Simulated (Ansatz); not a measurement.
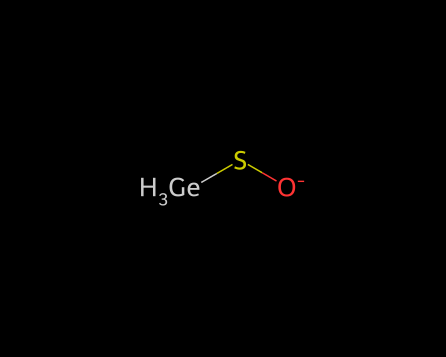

Source: calculation with Ansatz.

Skeletal drawing of a molecule. Charge −1, singlet.

### Write the SMILES.

[O-][S][GeH3]

### What is the molecular formula?

GeH3OS, charge -1.

### An optimisation with PBE0-D4/def2-TZVPD gave a structure of which point group?

Cs.
